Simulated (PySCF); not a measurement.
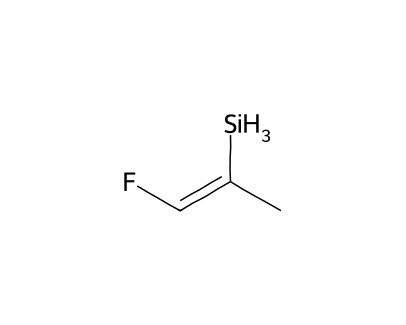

Computed geometry: PBE0-D3(BJ)/def2-SVP optimisation. No frequency run is at hand to confirm it as a minimum. Program: PySCF 2.14.0.

Compare dipole (D), HOMO–LUMO gap (eV), HOMO energy (eV) at these levels: B3LYP/pcSseg-2; B97-D/pcSseg-2; BLYP/pcSseg-2; BP86/pcSseg-2; KT2/pcSseg-2; KT3/pcSseg-2; LDA/pcSseg-2; OPBE/pcSseg-2; PBE/pcSseg-2; PBE0/pcSseg-2; mPW1PW91/pcSseg-2.

```json
{"level": "B3LYP/pcSseg-2", "dipole (D)": "1.80", "HOMO–LUMO gap (eV)": "6.61", "HOMO energy (eV)": "−7.15"}
{"level": "B97-D/pcSseg-2", "dipole (D)": "1.72", "HOMO–LUMO gap (eV)": "4.98", "HOMO energy (eV)": "−6.13"}
{"level": "BLYP/pcSseg-2", "dipole (D)": "1.72", "HOMO–LUMO gap (eV)": "4.91", "HOMO energy (eV)": "−6.04"}
{"level": "BP86/pcSseg-2", "dipole (D)": "1.72", "HOMO–LUMO gap (eV)": "4.93", "HOMO energy (eV)": "−6.26"}
{"level": "KT2/pcSseg-2", "dipole (D)": "1.71", "HOMO–LUMO gap (eV)": "4.94", "HOMO energy (eV)": "−6.19"}
{"level": "KT3/pcSseg-2", "dipole (D)": "1.70", "HOMO–LUMO gap (eV)": "5.00", "HOMO energy (eV)": "−6.22"}
{"level": "LDA/pcSseg-2", "dipole (D)": "1.75", "HOMO–LUMO gap (eV)": "4.85", "HOMO energy (eV)": "−6.31"}
{"level": "OPBE/pcSseg-2", "dipole (D)": "1.69", "HOMO–LUMO gap (eV)": "5.00", "HOMO energy (eV)": "−6.14"}
{"level": "PBE/pcSseg-2", "dipole (D)": "1.71", "HOMO–LUMO gap (eV)": "4.91", "HOMO energy (eV)": "−6.17"}
{"level": "PBE0/pcSseg-2", "dipole (D)": "1.79", "HOMO–LUMO gap (eV)": "7.05", "HOMO energy (eV)": "−7.36"}
{"level": "mPW1PW91/pcSseg-2", "dipole (D)": "1.80", "HOMO–LUMO gap (eV)": "7.06", "HOMO energy (eV)": "−7.38"}
```
